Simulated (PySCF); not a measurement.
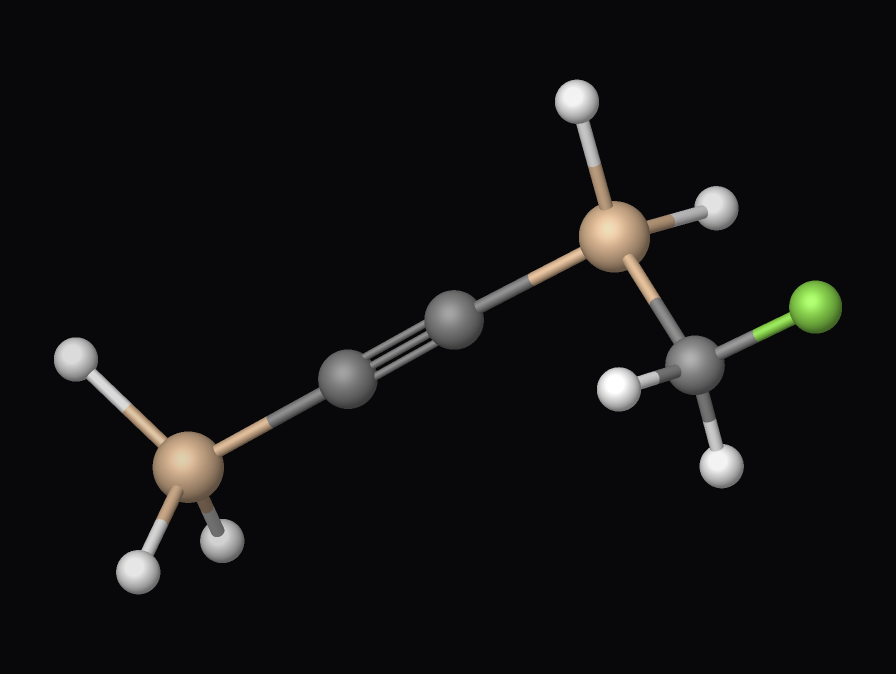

Ball-and-stick drawing of a structure. Colours: fluorine green, carbon grey, silicon light orange, hydrogen white.

Computed geometry: PBE0-D3(BJ)/def2-SVP optimisation. No frequency run is at hand to confirm it as a minimum.

> Count the atoms of each element.

C₃H₇FSi₂, 13 atoms: 3 carbon, 7 hydrogen, 1 fluorine and 2 silicon.

> Describe its rings.

It has no ring.

> Name functional groups in it.

Among them: alkyne, C–F bond, Si–H bond.

> Give a SMILES string for it.

FC[SiH2]C#C[SiH3]

More results for the same structure follow; atom numbers are the same in all pictures, views and colours differ.

### Levels of theory compared

No frequency run is at hand to confirm it as a minimum. Program: PySCF 2.14.0.

At this fixed geometry, give HOMO–LUMO gap (eV), dipole (D) at these levels: B3LYP/def2-SVPD; B3LYP/def2-SVPD in acetone (IEF-PCM); B3LYP/def2-SVPD in dichloromethane (IEF-PCM); BHandHLYP/aug-pcX-1 (pcseg-1 on H) (def2-SVPD on Si); PBE0/pcSseg-1 in acetone (IEF-PCM); PBE0/pcSseg-1 in dichloromethane (IEF-PCM).

```tsv
level	HOMO–LUMO gap (eV)	dipole (D)
B3LYP/def2-SVPD	6.92	1.74
B3LYP/def2-SVPD in acetone (IEF-PCM)	6.95	2.13
B3LYP/def2-SVPD in dichloromethane (IEF-PCM)	6.95	2.09
BHandHLYP/aug-pcX-1 (pcseg-1 on H) (def2-SVPD on Si)	9.38	1.84
PBE0/pcSseg-1 in acetone (IEF-PCM)	7.35	2.16
PBE0/pcSseg-1 in dichloromethane (IEF-PCM)	7.35	2.13
```

### Charges

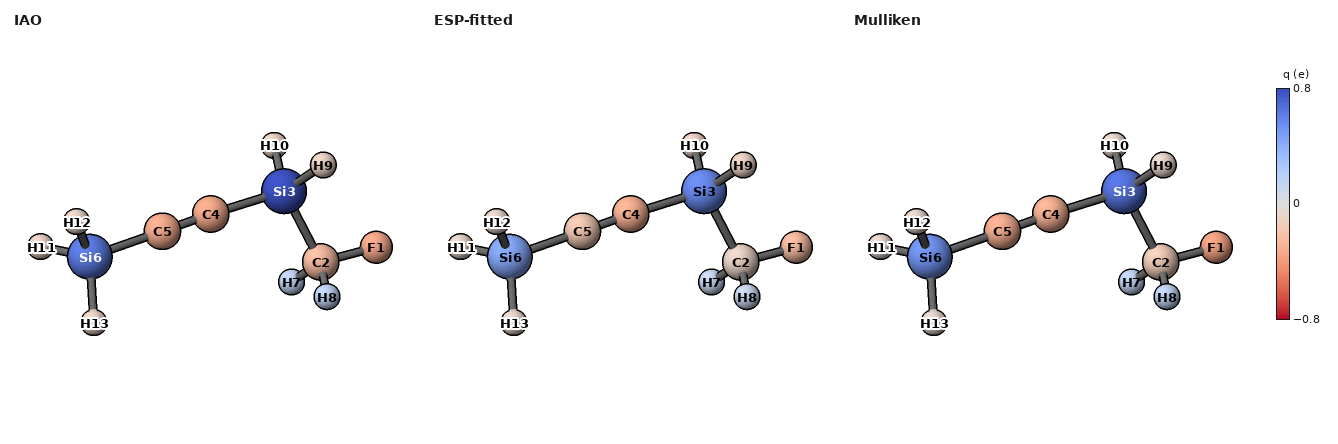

Atomic charges of one calculation by 3 schemes, on one colour scale. No frequency run is at hand to confirm it as a minimum. Computed with PBE0/pcSseg-1 in acetone (IEF-PCM) (PySCF 2.14.0).

> Which scheme gives the most polar picture (largest mean size of the charges)?

The IAO charges are the largest in size here, and the ESP-fitted charges the smallest.

> On which atom do the schemes disagree most?

On Si3 (from 0.56 to 0.77 e).

List the charges (e), one line for each set of equivalent atoms. Atoms whose distances differ by more than 0.02 Å in this geometry are listed apart.

| atom | IAO | ESP-fitted | Mulliken |
| --- | --- | --- | --- |
| F1 | −0.33 | −0.25 | −0.36 |
| C2 | −0.24 | −0.09 | −0.15 |
| Si3 | 0.77 | 0.56 | 0.65 |
| C4 | −0.32 | −0.30 | −0.29 |
| C5 | −0.31 | −0.17 | −0.31 |
| Si6 | 0.62 | 0.42 | 0.52 |
| H7 | 0.16 | 0.12 | 0.15 |
| H8 | 0.16 | 0.12 | 0.15 |
| H9 | −0.10 | −0.10 | −0.07 |
| H10 | −0.10 | −0.10 | −0.07 |
| H11 | −0.10 | −0.07 | −0.07 |
| H12 | −0.10 | −0.07 | −0.07 |
| H13 | −0.10 | −0.07 | −0.07 |

### NMR shielding

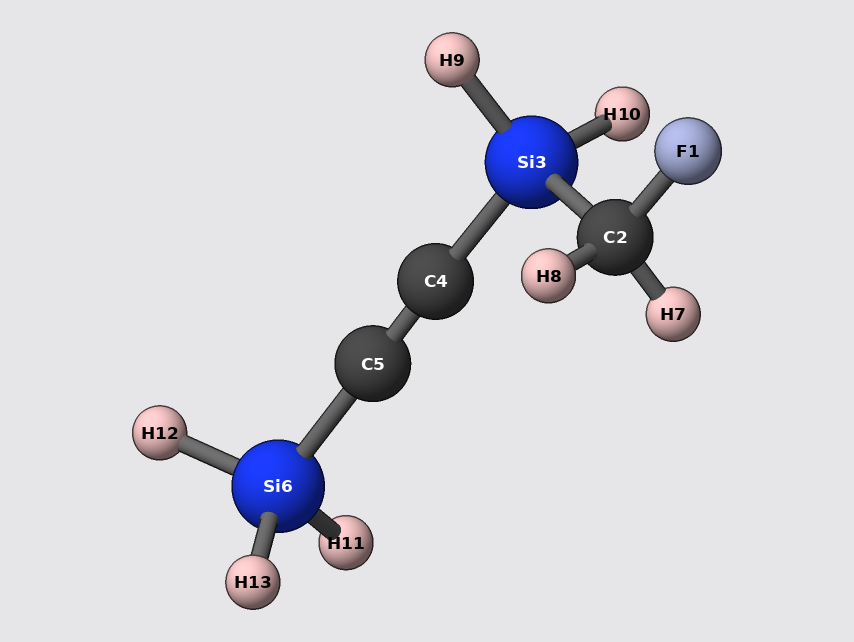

No frequency run is at hand to confirm it as a minimum. Properties computed with GIAO PBE0/pcSseg-1 NMR shielding, non-relativistic, IEF-PCM dichloromethane (PySCF 2.14.0). Principal shieldings σ11 ≤ σ22 ≤ σ33, span Ω = σ33 − σ11, skew κ = 3(σiso − σ22)/Ω.

Give the shielding tensors of the F atoms.

| atom | σ11 | σ22 | σ33 | σiso | Ω | κ |
| --- | --- | --- | --- | --- | --- | --- |
| F1 | 429.5 | 481.1 | 517.5 | 476.0 | 87.9 | −0.17 |

Shieldings and span in ppm.

Mulliken values depend strongly on the basis set and can even reverse the polarity of a bond.
